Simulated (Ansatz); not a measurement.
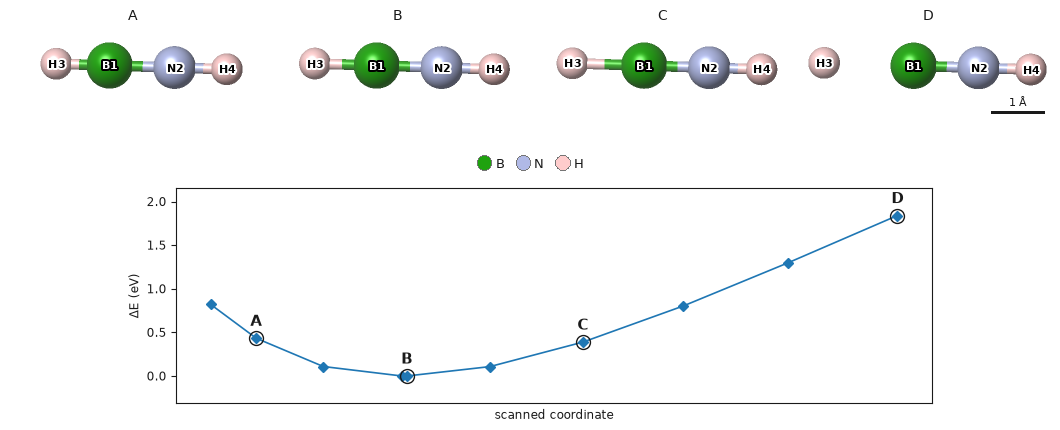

Frames of a one-coordinate scan of BNH2. The picture is a ball-and-stick view, seen at a tilt.

Single-point energies from Ansatz with wB97M-V in the def2-TZVPP basis, on geometries relaxed under the constraint at PBE0-D4/def2-TZVP. Energies are counted from the PBE0-D4/def2-TZVP minimum geometry at the same level.

**What is being scanned?**

The B1–H3 distance is varied, with all other coordinates relaxed. In the frames the distance is 1.010 Å (A), 1.172 Å (B), 1.361 Å (C), 1.699 Å (D). The lowest computed point lies at the distance 1.167 Å (−0.001 eV). At the ends of the scan the energy is 0.820 eV (0.961 Å) and 1.839 eV (1.699 Å). The curvature at the lowest point is about 28 eV/Å² (4.4 mdyn/Å). The well is steeper on the short side, as for any bond.
